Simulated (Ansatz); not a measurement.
**BPH5SF3 (SMILES FP(F)F.[BH3-][SH2+]): a chain of runs**

Aim: a series of 15 runs (HF/cc-pVTZ, r2SCAN50-D3(BJ)-ATM/cc-pVTZ, RPA@PBE/cc-pVTZ) of BF3H5PS and its partners. 

Program for the calculation: Ansatz 0.2.0.

**1. The structure to begin with**

The species is BPH5SF3 (11 atoms), meant as a singlet with charge 0. SMILES: `FP(F)F.[BH3-][SH2+]`. The coordinates come from a GFN2-xTB relaxation.

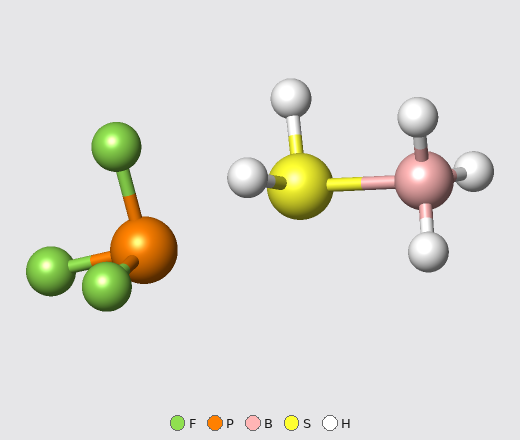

Viewed from a chosen angle; fluorine green, phosphorus orange, boron pink, sulfur yellow, hydrogen white.

**2. The energy at HF/cc-pVTZ (run 1)**

Input file job.yaml:

```yaml
crystal:
  periodic: [false, false, false]
  atoms:
    - {symbol: F, position_ang: [-1.518510, -1.911030, -1.376440]}
    - {symbol: P, position_ang: [-0.852170, -0.880290, -2.410510]}
    - {symbol: F, position_ang: [-1.246100, -1.756690, -3.689500]}
    - {symbol: F, position_ang: [0.600860, -1.535900, -2.284490]}
    - {symbol: B, position_ang: [0.700180, 1.586960, 1.784520]}
    - {symbol: S, position_ang: [0.067660, 0.260150, 0.374200]}
    - {symbol: H, position_ang: [1.761090, 1.903670, 1.373420]}
    - {symbol: H, position_ang: [0.708380, 0.948940, 2.780470]}
    - {symbol: H, position_ang: [-0.126880, 2.428550, 1.725910]}
    - {symbol: H, position_ang: [0.865630, -0.768870, 0.681590]}
    - {symbol: H, position_ang: [-0.960150, -0.275490, 1.040800]}
basis:
  gaussian:
    orbitals: cc-pVTZ
hamiltonian:
  xc: hf
```

The run is started by

```console
ansatz run job.yaml --threads 1 --pin off --max-ram 2610MiB --events-out events.jsonl --progress --plain --runs-dir runs
```

What it wrote:

```text
Warning: RAYON_NUM_THREADS=1 ignored (pool sized by the plan → 1); use --threads N
Functional definition: HF
  name "HF"
  exchange = exact_x
  correlation = 0
1825 factors; their error is unknown
mean field evaluation 1: about -28958.6132 eV, gradient 4.6e1 eV
mean field evaluation 2: about -28962.0591 eV, gradient 2.8e1 eV
mean field evaluation 4: about -28963.2172 eV, gradient 1.2e0 eV
mean field evaluation 8: about -28963.7475 eV, gradient 8.4e-2 eV
mean field -28963.74748669 eV, -1064.3980878027 hartree, gradient 1.8e-5 eV, S^2 0.000000; 0 other end points of the search recorded, 0 dependent functions left out
reference -28963.74748669 eV, -1064.3980878027 hartree; 34, 34 occupied and 224, 224 virtual orbitals, 1825 factors
Total energy: -28963.74748669 eV, -1064.3980878027 hartree
```

Run time: 8.1 s. Hardware: 1 thread of Intel Xeon at 2.70GHz, shared host; peak memory 0.55 GiB.

**3. PF3: a single-point energy at HF/cc-pVTZ (run 2)**

Input file job.yaml:

```yaml
crystal:
  periodic: [false, false, false]
  atoms:
    - {symbol: F, position_ang: [-1.518510, -1.911030, -1.376440]}
    - {symbol: P, position_ang: [-0.852170, -0.880290, -2.410510]}
    - {symbol: F, position_ang: [-1.246100, -1.756690, -3.689500]}
    - {symbol: F, position_ang: [0.600860, -1.535900, -2.284490]}
basis:
  gaussian: {orbitals: cc-pVTZ}
hamiltonian: {xc: hf}
```

The run is started by

```console
ansatz run job.yaml --threads 1 --pin off --max-ram 2610MiB --events-out events.jsonl --progress --plain --runs-dir runs
```

What it wrote:

```text
Warning: RAYON_NUM_THREADS=1 ignored (pool sized by the plan → 1); use --threads N
[... 4 set-up lines as earlier in the session ...]
913 factors; their error is unknown
mean field evaluation 1: about -17392.7455 eV, gradient 4.1e1 eV
mean field evaluation 2: about -17394.5954 eV, gradient 2.7e1 eV
mean field evaluation 4: about -17395.5263 eV, gradient 7.5e-1 eV
mean field evaluation 8: about -17395.9537 eV, gradient 7.3e-1 eV
mean field -17395.95403950 eV, -639.2895195504 hartree, gradient 1.8e-5 eV, S^2 0.000000; 0 other end points of the search recorded, 0 dependent functions left out
reference -17395.95403950 eV, -639.2895195504 hartree; 21, 21 occupied and 103, 103 virtual orbitals, 913 factors
Total energy: -17395.95403950 eV, -639.2895195504 hartree
```

Wall time 1 s (1 thread of Intel Xeon at 2.70GHz, shared host); peak memory 0.2 GiB.

Runs 3 to 7 aren't shown in full; the table further down has their settings and results.

**4. PF3 among ghost functions: a single-point energy at r2SCAN50-D3(BJ)-ATM/cc-pVTZ (with ghost functions) (run 8)**

Input file in.yaml:

```yaml
crystal:
  periodic: [false, false, false]
  atoms:
    - symbol: F
      position_ang: [-1.518510, -1.911030, -1.376440]
    - symbol: P
      position_ang: [-0.852170, -0.880290, -2.410510]
    - symbol: F
      position_ang: [-1.246100, -1.756690, -3.689500]
    - symbol: F
      position_ang: [0.600860, -1.535900, -2.284490]
basis:
  gaussian:
    orbitals: cc-pVTZ
    ghost_atoms: [{symbol: B, position_ang: [0.700180, 1.586960, 1.784520]}, {symbol: S, position_ang: [0.067660, 0.260150, 0.374200]}, {symbol: H, position_ang: [1.761090, 1.903670, 1.373420]}, {symbol: H, position_ang: [0.708380, 0.948940, 2.780470]}, {symbol: H, position_ang: [-0.126880, 2.428550, 1.725910]}, {symbol: H, position_ang: [0.865630, -0.768870, 0.681590]}, {symbol: H, position_ang: [-0.960150, -0.275490, 1.040800]}]
hamiltonian: {xc: {name: r2SCAN50}, dispersion: d3bjatm}
```

The run is started by

```console
ansatz run in.yaml --threads 1 --pin off --max-ram 2610MiB --events-out events.jsonl --progress --plain --runs-dir runs
```

What it wrote:

```text
Warning: RAYON_NUM_THREADS=1 ignored (pool sized by the plan → 1); use --threads N
Functional definition: r2SCAN50
  name "r2SCAN50"
  parameter a = 0.5
  parameter k0 = 0.174
  parameter k1 = 0.065
  parameter a1 = 4.9479
  exchange = (1 - a)*r2scan_x(k0 = k0, k1 = k1, a1 = a1) + a*exact_x
  correlation = r2scan_c
1437 factors; their error is unknown
mean field evaluation 1: about -17436.1986 eV, gradient 4.4e1 eV
mean field evaluation 2: about -17435.5492 eV, gradient 5.1e1 eV
mean field evaluation 4: about -17439.0078 eV, gradient 4.2e-1 eV
mean field evaluation 8: about -17439.2035 eV, gradient 6.0e-2 eV
mean field -17439.20349986 eV, -640.8789079031 hartree, gradient 3.4e-5 eV, S^2 0.000000; 0 other end points of the search recorded, 0 dependent functions left out
reference -17439.20350527 eV, -640.8789081019 hartree; 21, 21 occupied and 237, 237 virtual orbitals, 1437 factors
Total energy: -17439.21853906 eV, -640.8794605836 hartree
```

It took 9.6 s on 1 thread of Intel Xeon at 2.70GHz, shared host; peak memory 0.48 GiB.

Runs 9 to 14 aren't shown in full; the table further down has their settings and results.

**5. BH5S among ghost functions: a single-point energy at RPA@PBE/cc-pVTZ (with ghost functions) (run 15)**

Input file run.yaml:

```yaml
basis:
  gaussian:
    orbitals: cc-pVTZ
    ghost_atoms: [{symbol: F, position_ang: [-1.518510, -1.911030, -1.376440]}, {symbol: P, position_ang: [-0.852170, -0.880290, -2.410510]}, {symbol: F, position_ang: [-1.246100, -1.756690, -3.689500]}, {symbol: F, position_ang: [0.600860, -1.535900, -2.284490]}]
crystal:
  periodic: [false, false, false]
  atoms:
    - {symbol: B, position_ang: [0.700180, 1.586960, 1.784520]}
    - {symbol: S, position_ang: [0.067660, 0.260150, 0.374200]}
    - {symbol: H, position_ang: [1.761090, 1.903670, 1.373420]}
    - {symbol: H, position_ang: [0.708380, 0.948940, 2.780470]}
    - {symbol: H, position_ang: [-0.126880, 2.428550, 1.725910]}
    - {symbol: H, position_ang: [0.865630, -0.768870, 0.681590]}
    - {symbol: H, position_ang: [-0.960150, -0.275490, 1.040800]}
hamiltonian:
  xc: {name: PBE}
correlation:
  method: rpa
  frozen_orbitals: {B: 1, H: 0, S: 5}
```

The run is started by

```console
ansatz run run.yaml --threads 1 --pin off --max-ram 2610MiB --events-out events.jsonl --progress --plain --runs-dir runs
```

What it wrote:

```text
Warning: RAYON_NUM_THREADS=1 ignored (pool sized by the plan → 1); use --threads N
Functional definition: PBE
  name "PBE"
  parameter kappa = 0.804
  parameter beta = 0.06672455060314922
  exchange = pbe_x(kappa = kappa, mu = beta*pi^2/3)
  correlation = pbe_c(beta = beta)
1513 factors; integrals over basis functions are off by at most 1.0e-3 eV
mean field evaluation 1: about -11581.2387 eV, gradient 4.2e1 eV
mean field evaluation 2: about -11581.2333 eV, gradient 4.2e1 eV
mean field evaluation 4: about -11586.8175 eV, gradient 7.4e0 eV
mean field evaluation 8: about -11587.0064 eV, gradient 7.5e-1 eV
mean field evaluation 16: about -11587.0079 eV, gradient 3.0e-5 eV
mean field -11587.00790607 eV, -425.8146865921 hartree, gradient 3.0e-6 eV, S^2 0.000000; 0 other end points of the search recorded, 0 dependent functions left out
6 core orbitals not correlated: weight in the atoms' cores, before any rotation towards them, 1.000 or more for the frozen orbitals, at most 0.000 for the correlated occupied ones
reference -11567.32596195 eV, -425.0913884863 hartree; 7, 7 occupied and 245, 245 virtual orbitals, 1513 factors
Total energy: -11583.85842651 eV, -425.6989453531 hartree
```

Wall time 11 s (1 thread of Intel Xeon at 2.70GHz, shared host); peak memory 0.53 GiB.

**6. Overview of the runs**

```csv
run,level,fragment atoms,contact,partner,energy (Eh),wall time
1,HF/cc-pVTZ,–,–,base,-1064.398088,8.1 s
2,HF/cc-pVTZ,"(1, 2, 3, 4)",base,fragment,-639.289520,1 s
3,HF/cc-pVTZ (with ghost functions),"(1, 2, 3, 4)",base,fragment with ghosts,-639.290161,3.6 s
4,HF/cc-pVTZ,"(5, 6, 7, 8, 9, 10, 11)",base,fragment,-425.114333,0.93 s
5,HF/cc-pVTZ (with ghost functions),"(5, 6, 7, 8, 9, 10, 11)",base,fragment with ghosts,-425.114432,3.3 s
6,r2SCAN50-D3(BJ)-ATM/cc-pVTZ,–,–,base,-1066.868478,13 s
7,r2SCAN50-D3(BJ)-ATM/cc-pVTZ,"(1, 2, 3, 4)",base,fragment,-640.878788,3.6 s
8,r2SCAN50-D3(BJ)-ATM/cc-pVTZ (with ghost functions),"(1, 2, 3, 4)",base,fragment with ghosts,-640.879461,9.6 s
9,r2SCAN50-D3(BJ)-ATM/cc-pVTZ,"(5, 6, 7, 8, 9, 10, 11)",base,fragment,-425.988194,3.3 s
10,r2SCAN50-D3(BJ)-ATM/cc-pVTZ (with ghost functions),"(5, 6, 7, 8, 9, 10, 11)",base,fragment with ghosts,-425.988290,13 s
11,RPA@PBE/cc-pVTZ,–,–,base,-1066.275603,23 s
12,RPA@PBE/cc-pVTZ,"(1, 2, 3, 4)",base,fragment,-640.579446,5.1 s
13,RPA@PBE/cc-pVTZ (with ghost functions),"(1, 2, 3, 4)",base,fragment with ghosts,-640.581133,15 s
14,RPA@PBE/cc-pVTZ,"(5, 6, 7, 8, 9, 10, 11)",base,fragment,-425.698246,2.6 s
15,RPA@PBE/cc-pVTZ (with ghost functions),"(5, 6, 7, 8, 9, 10, 11)",base,fragment with ghosts,-425.698945,11 s
```

**7. What came out**

| quantity | value |
| --- | --- |
| BH5S among ghost functions, run 15: total energy | -425.69895 Eh |
| BH5S among ghost functions, run 15: RPA correlation energy (valence) | -607.6 mEh |
| interaction energy of the rigid parts PF3 and BH5S (parts in their own basis; closest atoms 2.97 Å apart), HF/cc-pVTZ | 0.157 eV |
| interaction energy of the rigid parts PF3 and BH5S (parts in the whole basis, counterpoise; closest atoms 2.97 Å apart), HF/cc-pVTZ | 0.177 eV |
| interaction energy of the rigid parts PF3 and BH5S (parts in their own basis; closest atoms 2.97 Å apart), r2SCAN50-D3(BJ)-ATM/cc-pVTZ | -0.041 eV |
| interaction energy of the rigid parts PF3 and BH5S (parts in the whole basis, counterpoise; closest atoms 2.97 Å apart), r2SCAN50-D3(BJ)-ATM/cc-pVTZ | -0.020 eV |
| interaction energy of the rigid parts PF3 and BH5S (parts in the whole basis, counterpoise; closest atoms 2.97 Å apart), RPA@PBE/cc-pVTZ | 0.122 eV |
| interaction energy of the rigid parts PF3 and BH5S (parts in their own basis; closest atoms 2.97 Å apart), RPA@PBE/cc-pVTZ | 0.057 eV |

At HF/cc-pVTZ: the interaction energy of the rigid parts PF3 and BH5S (parts in their own basis; closest atoms 2.97 Å apart) is 0.16 eV (15.1 kJ/mol): the parts repel at this shape. Without counterpoise this holds the superposition error of the basis. At HF/cc-pVTZ: the interaction energy of the rigid parts PF3 and BH5S (parts in the whole basis, counterpoise; closest atoms 2.97 Å apart) is 0.18 eV (17.1 kJ/mol): the parts repel at this shape. The basis-set superposition error is 1.9 kJ/mol. At r2SCAN50-D3(BJ)-ATM/cc-pVTZ: the interaction energy of the rigid parts PF3 and BH5S (parts in their own basis; closest atoms 2.97 Å apart) is −0.04 eV (−0.9 kcal/mol): the parts attract. At r2SCAN50-D3(BJ)-ATM/cc-pVTZ: the interaction energy of the rigid parts PF3 and BH5S (parts in the whole basis, counterpoise; closest atoms 2.97 Å apart) is −0.02 eV (−0.5 kcal/mol). The basis-set superposition error is 2.0 kJ/mol. All runs together took 1.9 min, the longest 23 s.
